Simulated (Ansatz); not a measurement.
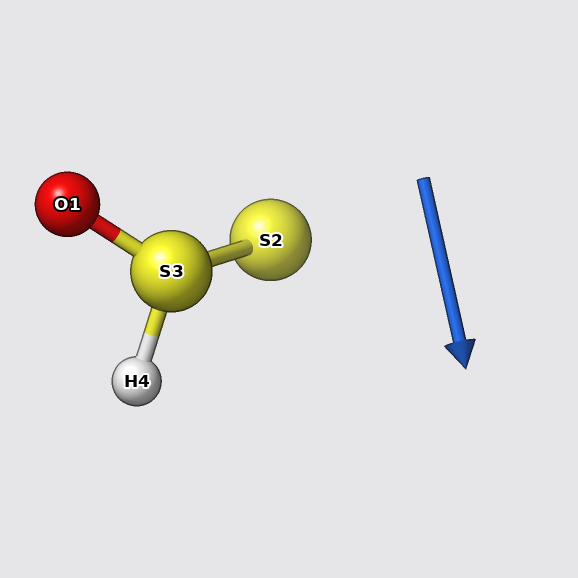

The arrow beside the molecule shows the direction of the dipole moment, from the negative to the positive end (its length means nothing). State: neutral, doublet. Computed geometry: PBE-D4/def2-SVP optimisation. No frequency run is at hand to confirm it as a minimum. Method: UKS PBE-D4/def2-SVP (Ansatz 0.2.0).

### Estimate the dipole moment.

2.38 D; it points from the side of O1 to the side of H4 (the outermost atoms at the two ends).
